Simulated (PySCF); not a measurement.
**C⁺: dipole response in aug-cc-pVTZ plus 1 even-tempered diffuse shell per l**

Aim: the static polarisability and the C₆ coefficient of C⁺, method by method.

Program: PySCF 2.14.0. Level of theory: unrestricted determinants in a Gaussian basis, no spin-orbit coupling in the energies. These are calculated values, not measurements, unless marked.

## (1) What is computed

* Element: carbon (Z = 6)
* Basis: aug-cc-pVTZ with one added diffuse shell each of s, p, d, f type (6s5p4d3f, 62 functions)
* Hamiltonian: no relativity, point nucleus
* State 1: C⁺: [He] 2s1 2p2, high-spin 4P determinant (an excited configuration)
* Methods: UHF, PBE, PBE0, BLYP, wB97M-V

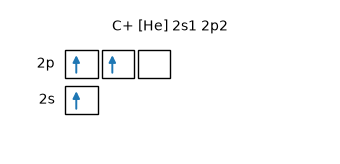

The shells outside the core, filled by Hund's rule for the drawing.

One driver process ran all states and methods and kept the integrals in memory. Each run is shown as a PySCF script that sums up its settings (the driver passes frozen orbitals as a list and adds second-order terms of double hybrids); the logs are those of the runs themselves. The driver starts from symmetry-adapted Hartree-Fock orbitals, holds the occupation by maximum overlap and uses a logarithmic radial grid for functionals, so a plain start would take other cycles.

The integrals over 62 functions and the set-up took 0.1 s of CPU time.

## (2) C⁺ [He] 2s1 2p2

Level: UHF.

The input, input.py:

```python
from pyscf import gto, scf, dft, mp, cc
import basis_set_exchange as bse
mol = gto.M(atom="C 0 0 0", charge=1, spin=3, symmetry="D2h",
            basis=gto.basis.parse(bse.get_basis("aug-cc-pVTZ", elements=["C"], fmt="nwchem", augment_diffuse=1)))
mf = scf.UHF(mol)
mf.irrep_nelec = {'Ag': (2, 1), 'B1u': (1, 0), 'B2u': (1, 0)}
mf.kernel()
```

What it wrote:

```text
damping factor = 0
level_shift factor = 0
DIIS = <class 'pyscf.scf.diis.CDIIS'>
diis_start_cycle = 1
diis_space = 10
diis_damp = 0
SCF conv_tol = 1e-09
SCF conv_tol_grad = None
number electrons alpha = 4  beta = 1
cycle= 1 E= -37.160468287418  delta_E= -0.00204  |g|= 0.0142  |ddm|= 0.0378
cycle= 2 E= -37.1605770198985  delta_E= -0.000109  |g|= 0.00331  |ddm|= 0.00937
cycle= 3 E= -37.1605838986411  delta_E= -6.88e-06  |g|= 0.000125  |ddm|= 0.0031
cycle= 4 E= -37.1605839091528  delta_E= -1.05e-08  |g|= 7.75e-06  |ddm|= 0.000163
cycle= 5 E= -37.1605839091963  delta_E= -4.35e-11  |g|= 4.5e-07  |ddm|= 1.2e-05
converged SCF energy = -37.1605839091963  <S^2> = 3.7500074  2S+1 = 4.0000037
```

It used 2.3 s of CPU time after the integrals (shared host).

Orbital energies by shell (radii are means over both spins):

| shell | electrons | mean orbital energy (eV) | spread (eV) | rms radius (bohr) |
| --- | --- | --- | --- | --- |
| 1s α | 1 | -324.06 | 0 | 0.312 |
| 1s β | 1 | -320.83 | 0 | 0.312 |
| 2s α | 1 | -36.595 | 0 | 1.56 |
| 2p α | 2 | -25.873 | 0 | 1.62 |

⟨S²⟩ = 3.750, ⟨L²⟩ = 2.01.

The driver then solved the coupled dipole response at imaginary frequencies: mean α = 3.870 bohr³ (xx, yy, zz: 4.819, 3.395, 3.395), C₆ = 8.266 au for a like pair.

Level: PBE.

input.py differs from the last one in:

```diff
@@ -4,3 +4,3 @@
             basis=gto.basis.parse(bse.get_basis("aug-cc-pVTZ", elements=["C"], fmt="nwchem", augment_diffuse=1)))
-mf = scf.UHF(mol)
+mf = dft.UKS(mol, xc="PBE")
 mf.irrep_nelec = {'Ag': (2, 1), 'B1u': (1, 0), 'B2u': (1, 0)}
```

What it wrote:

```text
damping factor = 0
level_shift factor = 0
DIIS = <class 'pyscf.scf.diis.CDIIS'>
diis_start_cycle = 1
diis_space = 10
diis_damp = 0
SCF conv_tol = 1e-09
SCF conv_tol_grad = None
number electrons alpha = 4  beta = 1
XC functionals = PBE
    J. P. Perdew, K. Burke, and M. Ernzerhof.,  Phys. Rev. Lett. 77, 3865 (1996)
    J. P. Perdew, K. Burke, and M. Ernzerhof.,  Phys. Rev. Lett. 78, 1396 (1997)
    J. P. Perdew, K. Burke, and M. Ernzerhof.,  Phys. Rev. Lett. 77, 3865 (1996)
    J. P. Perdew, K. Burke, and M. Ernzerhof.,  Phys. Rev. Lett. 78, 1396 (1997)
cycle= 1 E= -37.1897778499353  delta_E= -0.00211  |g|= 0.00566  |ddm|= 0.223
cycle= 2 E= -37.1897818615883  delta_E= -4.01e-06  |g|= 0.000793  |ddm|= 0.012
cycle= 3 E= -37.1897820216852  delta_E= -1.6e-07  |g|= 0.000111  |ddm|= 0.0024
cycle= 4 E= -37.1897820286944  delta_E= -7.01e-09  |g|= 1.04e-05  |ddm|= 0.000492
cycle= 5 E= -37.1897820287632  delta_E= -6.88e-11  |g|= 6.62e-08  |ddm|= 4.32e-05
converged SCF energy = -37.1897820287632  <S^2> = 3.7500057  2S+1 = 4.0000029
```

CPU time 2.4 s on a shared host, the integrals not counted.

The driver then solved the coupled dipole response at imaginary frequencies: mean α = 4.305 bohr³ (xx, yy, zz: 5.224, 3.846, 3.846), C₆ = 9.362 au for a like pair.

Level: PBE0.

input.py differs from the last one in:

```diff
@@ -4,3 +4,3 @@
             basis=gto.basis.parse(bse.get_basis("aug-cc-pVTZ", elements=["C"], fmt="nwchem", augment_diffuse=1)))
-mf = dft.UKS(mol, xc="PBE")
+mf = dft.UKS(mol, xc="PBE0")
 mf.irrep_nelec = {'Ag': (2, 1), 'B1u': (1, 0), 'B2u': (1, 0)}
```

What it wrote:

```text
damping factor = 0
level_shift factor = 0
DIIS = <class 'pyscf.scf.diis.CDIIS'>
diis_start_cycle = 1
diis_space = 10
diis_damp = 0
SCF conv_tol = 1e-09
SCF conv_tol_grad = None
number electrons alpha = 4  beta = 1
XC functionals = PBE0
    C. Adamo and V. Barone.,  J. Chem. Phys. 110, 6158 (1999)
    M. Ernzerhof and G. E. Scuseria.,  J. Chem. Phys. 110, 5029 (1999)
cycle= 1 E= -37.2033446470656  delta_E= -0.0014  |g|= 0.00448  |ddm|= 0.15
cycle= 2 E= -37.2033534788426  delta_E= -8.83e-06  |g|= 0.000421  |ddm|= 0.0133
cycle= 3 E= -37.2033535652726  delta_E= -8.64e-08  |g|= 3.1e-05  |ddm|= 0.000933
cycle= 4 E= -37.203353565624  delta_E= -3.51e-10  |g|= 2.66e-06  |ddm|= 8.92e-05
converged SCF energy = -37.203353565624  <S^2> = 3.7500047  2S+1 = 4.0000023
```

It used 3.9 s of CPU time after the integrals (shared host).

The driver then solved the coupled dipole response at imaginary frequencies: mean α = 4.163 bohr³ (xx, yy, zz: 5.105, 3.693, 3.693), C₆ = 8.993 au for a like pair.

Level: BLYP.

input.py differs from the last one in:

```diff
@@ -4,3 +4,3 @@
             basis=gto.basis.parse(bse.get_basis("aug-cc-pVTZ", elements=["C"], fmt="nwchem", augment_diffuse=1)))
-mf = dft.UKS(mol, xc="PBE0")
+mf = dft.UKS(mol, xc="BLYP")
 mf.irrep_nelec = {'Ag': (2, 1), 'B1u': (1, 0), 'B2u': (1, 0)}
```

What it wrote:

```text
damping factor = 0
level_shift factor = 0
DIIS = <class 'pyscf.scf.diis.CDIIS'>
diis_start_cycle = 1
diis_space = 10
diis_damp = 0
SCF conv_tol = 1e-09
SCF conv_tol_grad = None
number electrons alpha = 4  beta = 1
XC functionals = BLYP
    A. D. Becke.,  Phys. Rev. A 38, 3098 (1988)
    C. Lee, W. Yang, and R. G. Parr.,  Phys. Rev. B 37, 785 (1988)
    B. Miehlich, A. Savin, H. Stoll, and H. Preuss.,  Chem. Phys. Lett. 157, 200 (1989)
cycle= 1 E= -37.22834403969  delta_E= -0.00262  |g|= 0.00413  |ddm|= 0.291
cycle= 2 E= -37.2283491767533  delta_E= -5.14e-06  |g|= 0.000728  |ddm|= 0.0138
cycle= 3 E= -37.228349484334  delta_E= -3.08e-07  |g|= 0.000216  |ddm|= 0.00401
cycle= 4 E= -37.2283495077604  delta_E= -2.34e-08  |g|= 6.94e-06  |ddm|= 0.000843
cycle= 5 E= -37.2283495077815  delta_E= -2.11e-11  |g|= 8.97e-08  |ddm|= 2.58e-05
converged SCF energy = -37.2283495077815  <S^2> = 3.7500044  2S+1 = 4.0000022
```

CPU time 2.4 s on a shared host, the integrals not counted.

The driver then solved the coupled dipole response at imaginary frequencies: mean α = 4.283 bohr³ (xx, yy, zz: 5.162, 3.844, 3.844), C₆ = 9.292 au for a like pair.

Level: wB97M-V.

input.py differs from the last one in:

```diff
@@ -4,3 +4,3 @@
             basis=gto.basis.parse(bse.get_basis("aug-cc-pVTZ", elements=["C"], fmt="nwchem", augment_diffuse=1)))
-mf = dft.UKS(mol, xc="BLYP")
+mf = dft.UKS(mol, xc="WB97M_V")
 mf.irrep_nelec = {'Ag': (2, 1), 'B1u': (1, 0), 'B2u': (1, 0)}
```

What it wrote:

```text
damping factor = 0
level_shift factor = 0
DIIS = <class 'pyscf.scf.diis.CDIIS'>
diis_start_cycle = 1
diis_space = 10
diis_damp = 0
SCF conv_tol = 1e-09
SCF conv_tol_grad = None
number electrons alpha = 4  beta = 1
XC functionals = WB97M_V
    N. Mardirossian and M. Head-Gordon.,  J. Chem. Phys. 144, 214110 (2016)
NLC functional = WB97M_V
cycle= 1 E= -37.2326916962191  delta_E= -0.00238  |g|= 0.00837  |ddm|= 0.27
cycle= 2 E= -37.2327436105784  delta_E= -5.19e-05  |g|= 0.00142  |ddm|= 0.0255
cycle= 3 E= -37.2327453462277  delta_E= -1.74e-06  |g|= 9.78e-05  |ddm|= 0.00522
cycle= 4 E= -37.2327453551135  delta_E= -8.89e-09  |g|= 1.37e-05  |ddm|= 0.000249
cycle= 5 E= -37.2327453553056  delta_E= -1.92e-10  |g|= 5.78e-07  |ddm|= 5.81e-05
converged SCF energy = -37.2327453553056  <S^2> = 3.750004  2S+1 = 4.000002
```

It used 10 s of CPU time after the integrals (shared host).

The driver then solved the coupled dipole response at imaginary frequencies: mean α = 4.333 bohr³ (xx, yy, zz: 5.302, 3.848, 3.848), C₆ = 9.321 au for a like pair.

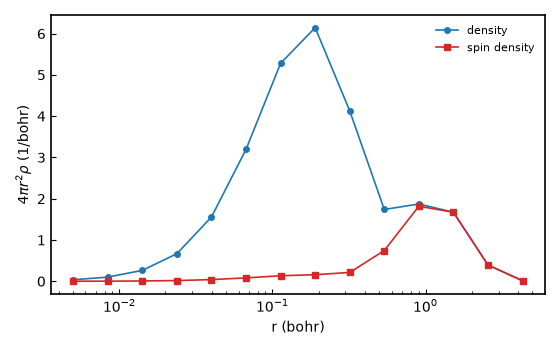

Radial density 4πr²ρ of C⁺ at UHF, at 14 stored radii joined by straight lines.

## (3) The response side by side

C⁺ [He] 2s1 2p2, in atomic units:

```csv
method,mean α,C₆ (like pair),S(−4)
UHF,3.870,8.266,8.983
PBE,4.305,9.362,12.82
PBE0,4.163,8.993,11.53
BLYP,4.283,9.292,12.60
wB97M-V,4.333,9.321,13.24
```

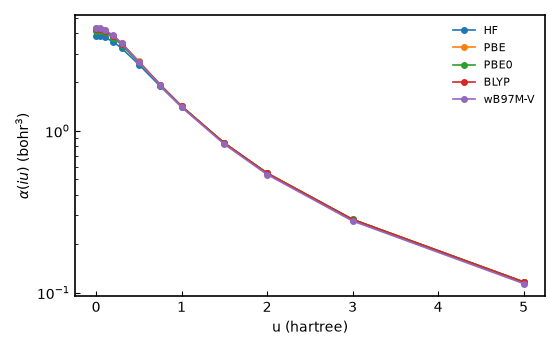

α(iu) of C⁺ [He] 2s1 2p2, the polarisability at imaginary frequency, on a logarithmic scale.

## (4) Outcome

```
            quantity                                 value
α of C⁺ [He] 2s1 2p2  3.870 (UHF) to 4.333 (wB97M-V) bohr³
```

**Reading.** A single London oscillator with the computed α and C₆ of C⁺ [He] 2s1 2p2 at UHF would have ω = 4 C₆ / (3 α²) = 0.736 hartree. The basis is finite, and no extrapolation was made.
